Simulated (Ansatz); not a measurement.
## Effect of x(Mn) = 0.667, 6 atoms, R32 on Zr

Base system: Zr in the hcp (Mg type) structure (space group P6_3/mmc, No. 194; a = 3.185 Å, c = 5.117 Å).

The other end (x = 1) is Mn in the hcp (Mg type) structure (space group P6_3/mmc, No. 194; non-magnetic; a model cell, its experimental status unchecked): 10.33 Å³/atom, gap zero; this end may not be an ambient phase.

The change: Mn replaces 66.7 % of the Zr, ordered in a cell of 6 atoms (starting symmetry R32) and fully relaxed.

Calculations: Ansatz (a program for electronic structure), PBEsol, PAW, cutoff 420 eV, no spin-orbit coupling, earlier PAW set. Γ-centred 12×12×12 mesh, Fermi–Dirac width 0.05 eV, for the changed cell.

- Volume per atom = 13.84 Å³ (base 22.47 Å³)
- Density = 8.04 g/cm³ (base 6.74 g/cm³)
- Band gap = zero (base zero)
- Magnetic state = ferromagnetic (base not spin-polarised)
- Largest site moment = 0.75 μB (base 0.00 μB)
- Mixing energy = -0.21 eV/atom (to 0.01 eV only: unlike meshes or grids) (against an end that may be hypothetical)
- Deviation of the volume from the linear (Vegard-type) interpolation = -3.7 %

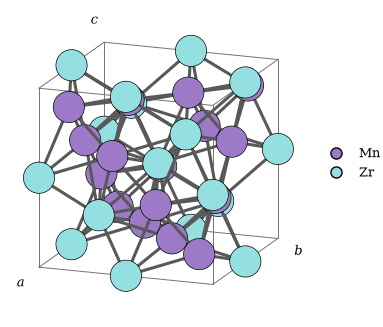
The relaxed conventional cell after the change

Other magnetic orders, which the real material may have, were not ruled out. These are small ordered cells, not random alloys; other orderings at the same x differ. No phonon test of stability was made. Starting moments died away, wholly or in part, for Zr → Mn; another magnetic solution may exist. Spin-polarised in the final run: ZrMn2; the other runs are not. This is not the structure that Mn has at room temperature and ambient pressure.
